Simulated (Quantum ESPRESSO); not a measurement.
# Collinear magnetic orders of KMnF3 with Quantum ESPRESSO

Does KMnF3 prefer parallel or opposed moments?

Method: PBEsol with U = 4 eV on Mn d (ortho-atomic projectors); plane waves with GBRV 1.5 PBEsol potentials, no spin-orbit coupling, in Quantum ESPRESSO 7.5.

**1. Starting point**

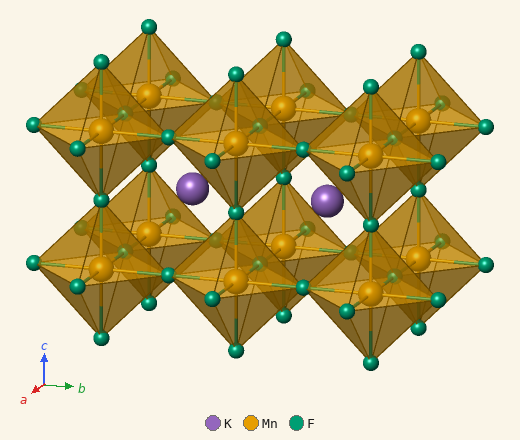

Start, viewed slightly off an axis; potassium purple, manganese orange, fluorine teal. 1×2×1 cells are drawn. Some periodic images of atoms are drawn too.

As a file:

```cif
data_structure
_symmetry_space_group_name_H-M 'Pm-3m'
_symmetry_Int_Tables_number 221
_cell_length_a 4.1893
_cell_length_b 4.1893
_cell_length_c 4.1893
_cell_angle_alpha 90.000
_cell_angle_beta 90.000
_cell_angle_gamma 90.000
_cell_volume 73.52
loop_
_atom_site_label
_atom_site_type_symbol
_atom_site_symmetry_multiplicity
_atom_site_Wyckoff_symbol
_atom_site_fract_x
_atom_site_fract_y
_atom_site_fract_z
_atom_site_occupancy
K1 K 1 b 0.50000 0.50000 0.50000 1
Mn1 Mn 1 a 0.00000 0.00000 0.00000 1
F1 F 3 d 0.50000 0.00000 0.00000 1
```

The cell comes from the Crystallography Open Database.

**2. Start 1: ferro +**

The signs are those of the starting moments on the seeded atoms, the atoms that are given a moment.

File pw.in:

```
&CONTROL
  calculation = 'scf'
  prefix = 'pwscf'
  outdir = './tmp'
  pseudo_dir = './pseudo'
  disk_io = 'nowf'
/
&SYSTEM
  ibrav = 0
  nat = 5
  ntyp = 3
  ecutwfc = 40
  ecutrho = 280
  nbnd = 34
  occupations = 'smearing'
  smearing = 'fd'
  degauss = 0.00367493
  nspin = 2
  starting_magnetization(1) = 0
  starting_magnetization(2) = 0.3
  starting_magnetization(3) = 0
/
&ELECTRONS
  conv_thr = 1d-08
  electron_maxstep = 150
  mixing_beta = 0.3
/
ATOMIC_SPECIES
K      39.0983 k_pbesol_v1.4.uspp.F.UPF
Mn     54.9380 mn_pbesol_v1.5.uspp.F.UPF
F      18.9984 f_pbesol_v1.4.uspp.F.UPF
CELL_PARAMETERS angstrom
   4.1893000000    0.0000000000    0.0000000000
   0.0000000000    4.1893000000    0.0000000000
   0.0000000000    0.0000000000    4.1893000000
ATOMIC_POSITIONS crystal
K       0.5000000000    0.5000000000    0.5000000000
Mn      0.0000000000    0.0000000000    0.0000000000
F       0.5000000000    0.0000000000    0.0000000000
F       0.0000000000    0.5000000000    0.0000000000
F       0.0000000000    0.0000000000    0.5000000000
K_POINTS automatic
6 6 6 0 0 0
HUBBARD {ortho-atomic}
U Mn-3d 4.0000
```

Command:

```
$ OMP_NUM_THREADS=1 mpirun -n 4 pw.x -nk 4 -in pw.in > pw.out
```

The program printed:

```text
Program PWSCF v.7.5 starts

     Message from routine setup:
     using ibrav=0 with symmetry is DISCOURAGED, use correct ibrav instead

     K-points division:     npool     =       4
     Subspace diagonalization in iterative solution of the eigenvalue problem:

     G-vector sticks info
     --------------------
     sticks:   dense  smooth     PW     G-vecs:    dense   smooth      PW
     Sum        1389     793    241                39127    17071    2945

     Using Slab Decomposition

     bravais-lattice index     =            0
     lattice parameter (alat)  =       7.9166  a.u.
     unit-cell volume          =     496.1591 (a.u.)^3
     number of atoms/cell      =            5
     number of atomic types    =            3
     number of electrons       =        45.00
     number of Kohn-Sham states=           34
     kinetic-energy cutoff     =      40.0000  Ry
     charge density cutoff     =     280.0000  Ry
     scf convergence threshold =      1.0E-08
     mixing beta               =       0.3000
     number of iterations used =            8  plain     mixing
     Exchange-correlation= SLA  PW   PSX  PSC
                           (   1   4  10   8   0   0   0)
     Hubbard projectors: ortho-atomic
     Hubbard parameters of DFT+U (Dudarev formulation) in eV:
     U(Mn-3d) =  4.0000

     Internal variables: lda_plus_u =T, lda_plus_u_kind = 0

     Internal variables: orbital_resolved =F, hub_pot_fix =F, apply_U = F

     celldm(1)=   7.916630  celldm(2)=   0.000000  celldm(3)=   0.000000
     celldm(4)=   0.000000  celldm(5)=   0.000000  celldm(6)=   0.000000

     crystal axes: (cart. coord. in units of alat)
               a(1) = (   1.000000   0.000000   0.000000 )
               a(2) = (   0.000000   1.000000   0.000000 )
               a(3) = (   0.000000   0.000000   1.000000 )

     reciprocal axes: (cart. coord. in units 2 pi/alat)
               b(1) = (  1.000000  0.000000  0.000000 )
               b(2) = (  0.000000  1.000000  0.000000 )
               b(3) = (  0.000000  0.000000  1.000000 )

     PseudoPot. # 1 for K  read from file:
     k_pbesol_v1.4.uspp.F.UPF
     Pseudo is Ultrasoft + core correction, Zval =  9.0
     Generated by new atomic code, or converted to UPF format
     Using radial grid of  841 points,  6 beta functions with:
                l(1) =   0
                l(2) =   0
                l(3) =   1
                l(4) =   1
                l(5) =   2
                l(6) =   2
     Q(r) pseudized with  6 coefficients,  rinner =    1.500   1.500   1.500
                                                       1.500   1.500

     PseudoPot. # 2 for Mn read from file:
     mn_pbesol_v1.5.uspp.F.UPF
     Pseudo is Ultrasoft + core correction, Zval = 15.0
     Generated by new atomic code, or converted to UPF format
     Using radial grid of  859 points,  6 beta functions with:
                l(1) =   0
                l(2) =   0
                l(3) =   1
                l(4) =   1
                l(5) =   2
                l(6) =   2
     Q(r) pseudized with  8 coefficients,  rinner =    0.950   0.950   0.950
                                                       0.950   0.950

     PseudoPot. # 3 for F  read from file:
     f_pbesol_v1.4.uspp.F.UPF
     Pseudo is Ultrasoft, Zval =  7.0
     Generated by new atomic code, or converted to UPF format
     Using radial grid of  799 points,  4 beta functions with:
                l(1) =   0
                l(2) =   0
                l(3) =   1
                l(4) =   1
     Q(r) pseudized with  8 coefficients,  rinner =    0.950   0.950   0.950

     atomic species   valence    mass     pseudopotential
     K                 9.00    39.09830     K ( 1.00)
     Mn               15.00    54.93800     Mn( 1.00)
     F                 7.00    18.99840     F ( 1.00)

     Starting magnetic structure
     atomic species   magnetization
     K               0.000
     Mn              0.300
     F               0.000

     48 Sym. Ops., with inversion, found

   Cartesian axes

     site n.     atom                  positions (alat units)
         1        K      tau(   1) = (   0.5000000   0.5000000   0.5000000  )
         2        Mn     tau(   2) = (   0.0000000   0.0000000   0.0000000  )
         3        F      tau(   3) = (   0.5000000   0.0000000   0.0000000  )
         4        F      tau(   4) = (   0.0000000   0.5000000   0.0000000  )
         5        F      tau(   5) = (   0.0000000   0.0000000   0.5000000  )

     number of k points=    20  Fermi-Dirac smearing, width (Ry)=  0.0037
                       cart. coord. in units 2pi/alat
        k(    1) = (   0.0000000   0.0000000   0.0000000), wk =   0.0046296
        k(    2) = (   0.0000000   0.0000000   0.1666667), wk =   0.0277778
        k(    3) = (   0.0000000   0.0000000   0.3333333), wk =   0.0277778
        k(    4) = (   0.0000000   0.0000000  -0.5000000), wk =   0.0138889
        k(    5) = (   0.0000000   0.1666667   0.1666667), wk =   0.0555556
        [... 15 further k-points ...]

     Dense  grid:    39127 G-vectors     FFT dimensions: (  45,  45,  45)

     Smooth grid:    17071 G-vectors     FFT dimensions: (  32,  32,  32)

     Check: negative core charge=   -0.000025
     Generating pointlists ...
     new r_m :   0.2917 (alat units)  2.3091 (a.u.) for type    1
     new r_m :   0.2063 (alat units)  1.6328 (a.u.) for type    2
     new r_m :   0.2063 (alat units)  1.6328 (a.u.) for type    3

     Initial potential from superposition of free atoms

     starting charge      43.9963, renormalised to      45.0000

     STARTING HUBBARD OCCUPATIONS:

     =================== HUBBARD OCCUPATIONS ===================
     ------------------------ ATOM    2 ------------------------
     Tr[ns(  2)] (up, down, total) =   5.00000  0.00000  5.00000
     Atomic magnetic moment for atom   2 =   5.00000
     [... lines left out ...]
     Number of occupied Hubbard levels =    5.0000

     Atomic wfc used for Hubbard projectors are orthogonalized

     Starting wfcs are   33 randomized atomic wfcs +    1 random wfcs

     Self-consistent Calculation

     iteration #  1     ecut=    40.00 Ry     beta= 0.30
     Davidson diagonalization with overlap
     ethr =  1.00E-02,  avg # of iterations =  7.0

     =================== HUBBARD OCCUPATIONS ===================
     ------------------------ ATOM    2 ------------------------
     Tr[ns(  2)] (up, down, total) =   4.95582  0.14771  5.10353
     Atomic magnetic moment for atom   2 =   4.80811
     [... lines left out ...]
     Number of occupied Hubbard levels =    5.1035

     Threshold (ethr) on eigenvalues was too large:
     Diagonalizing with lowered threshold

     Davidson diagonalization with overlap
     ethr =  8.03E-04,  avg # of iterations =  1.4

     total energy              =    -413.89856700 Ry
     estimated scf accuracy    <       0.37181333 Ry

     total magnetization       =     5.00 Bohr mag/cell
     absolute magnetization    =     5.00 Bohr mag/cell

     iteration #  2     ecut=    40.00 Ry     beta= 0.30
     Davidson diagonalization with overlap
     ethr =  8.26E-04,  avg # of iterations =  2.2

     total energy              =    -413.94159156 Ry
     estimated scf accuracy    <       0.04736178 Ry

     total magnetization       =     5.00 Bohr mag/cell
     absolute magnetization    =     5.00 Bohr mag/cell

     iteration #  3     ecut=    40.00 Ry     beta= 0.30
     Davidson diagonalization with overlap
     ethr =  1.05E-04,  avg # of iterations =  5.9

     negative rho (up, down):  0.000E+00 3.268E-04

     total energy              =    -413.94819516 Ry
     estimated scf accuracy    <       0.01480412 Ry

     total magnetization       =     5.00 Bohr mag/cell
     absolute magnetization    =     5.00 Bohr mag/cell

     [... further iterations left out ...]

     iteration #  8     ecut=    40.00 Ry     beta= 0.30
     Davidson diagonalization with overlap
     ethr =  4.57E-09,  avg # of iterations =  2.2

     negative rho (up, down):  0.000E+00 6.949E-04

     total energy              =    -413.95014538 Ry
     estimated scf accuracy    <       0.00000090 Ry

     total magnetization       =     5.00 Bohr mag/cell
     absolute magnetization    =     5.00 Bohr mag/cell

     iteration #  9     ecut=    40.00 Ry     beta= 0.30
     Davidson diagonalization with overlap
     ethr =  2.00E-09,  avg # of iterations =  2.7

     negative rho (up, down):  0.000E+00 6.944E-04

     total energy              =    -413.95014583 Ry
     estimated scf accuracy    <       0.00000036 Ry

     total magnetization       =     5.00 Bohr mag/cell
     absolute magnetization    =     5.00 Bohr mag/cell

     iteration # 10     ecut=    40.00 Ry     beta= 0.30
     Davidson diagonalization with overlap
     ethr =  8.07E-10,  avg # of iterations =  2.0

     negative rho (up, down):  0.000E+00 6.942E-04

     total energy              =    -413.95014587 Ry
     estimated scf accuracy    <       0.00000008 Ry

     total magnetization       =     5.00 Bohr mag/cell
     absolute magnetization    =     5.00 Bohr mag/cell

     iteration # 11     ecut=    40.00 Ry     beta= 0.30
     Davidson diagonalization with overlap
     ethr =  1.81E-10,  avg # of iterations =  2.9

     negative rho (up, down):  0.000E+00 6.941E-04

     Magnetic moment per site  (integrated on atomic sphere of radius R)
     atom   1 (R=0.292)  charge=  7.7091  magn=  0.0004
     atom   2 (R=0.206)  charge= 12.3248  magn=  4.2170
     atom   3 (R=0.206)  charge=  6.6774  magn=  0.0536
     atom   4 (R=0.206)  charge=  6.6774  magn=  0.0536
     atom   5 (R=0.206)  charge=  6.6774  magn=  0.0536

     End of self-consistent calculation

     =================== HUBBARD OCCUPATIONS ===================
     ------------------------ ATOM    2 ------------------------
     Tr[ns(  2)] (up, down, total) =   4.98580  0.21723  5.20303
     Atomic magnetic moment for atom   2 =   4.76856
     [... lines left out ...]
     Number of occupied Hubbard levels =    5.2030

     [... lines left out ...]
     the Fermi energy is     7.4394 ev

!    total energy              =    -413.95014593 Ry
     estimated scf accuracy    <          1.4E-09 Ry
     smearing contrib. (-TS)   =      -0.00000000 Ry
     internal energy E=F+TS    =    -413.95014593 Ry

     The total energy is F=E-TS. E is the sum of the following terms:
     one-electron contribution =    -247.96446631 Ry
     hartree contribution      =     144.04506257 Ry
     xc contribution           =     -63.27736303 Ry
     ewald contribution        =    -246.78561166 Ry
     Hubbard energy            =       0.03223250 Ry

     total magnetization       =     5.00 Bohr mag/cell
     absolute magnetization    =     5.00 Bohr mag/cell

     convergence has been achieved in  11 iterations

=------------------------------------------------------------------------------=
   JOB DONE.
=------------------------------------------------------------------------------=
```

Run time: 12 s. Hardware: 4 MPI ranks of Arm Neoverse V2, shared host; peak memory 0.46 GiB; 47 s of CPU time.

Spin moment in the atom's sphere by atom:

```tsv
atom	spin moment in the atom's sphere (μB)
K1	0.00
Mn2	4.22
F3	0.05
F4	0.05
F5	0.05
```

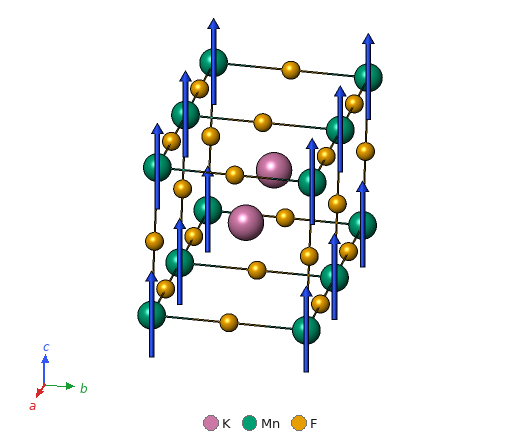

Spin moment in the atom's sphere as arrows, the longest 4.22 μB. Up and down stand for the sign. Arrows give size and sign along the axis of quantisation, drawn up and down the page. 2×1×1 cells are drawn. Some periodic images of atoms are drawn too.

Read from the output:

```yaml
smearing_term_ts: 8.90e-12 eV
magnetization: 5 μB
absolute_magnetization: 5.004 μB
final_state: ferromagnetic
```

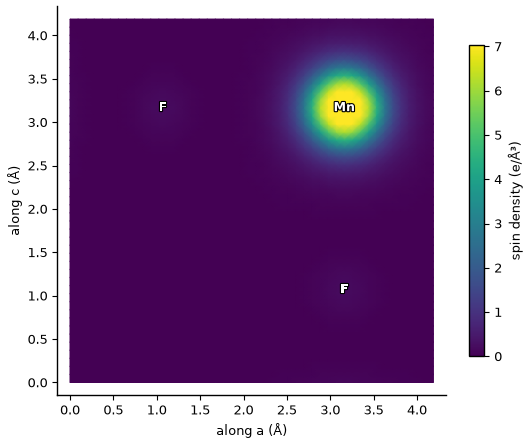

Spin density in the ac plane at fractional y = 0.000, with atoms of Mn and F within 0.2 Å of it. The map starts off the cell's origin, so that atoms lie inside it.

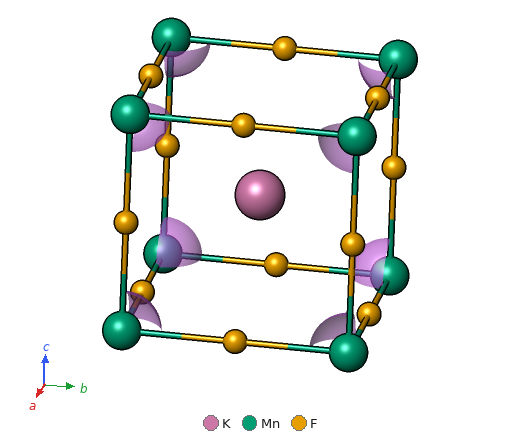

Surface of spin density = 0.64 e/Å³, which holds about 70 % of the integral of its size.

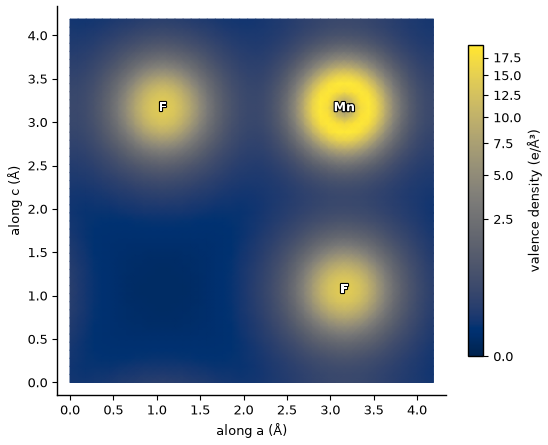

Valence density in the ac plane at fractional y = 0.000, with atoms of Mn and F within 0.2 Å of it. It is the smooth field of the valence electrons, not physical close to the nuclei. The map starts off the cell's origin, so that atoms lie inside it. The colour scale is stretched toward low values.

(Continued in part 2 of 2.)

[Logs and program files are shortened in this print: banners, set-up blocks, solver, clock and traceback lines can be left out without a mark of their own.]

[Logs are printed without paths, hosts, clocks, repeated set-up lines and the standing remarks that a program may print on its own settings, such as how far it seeks lower states.]

[Hosts, paths, dates, database ids (printed as entryN), source tags and the programs' standing remarks are cut or masked in the printed files.]

[Where a cell is said to come from a database of computed structures, the database is the Materials Project.]
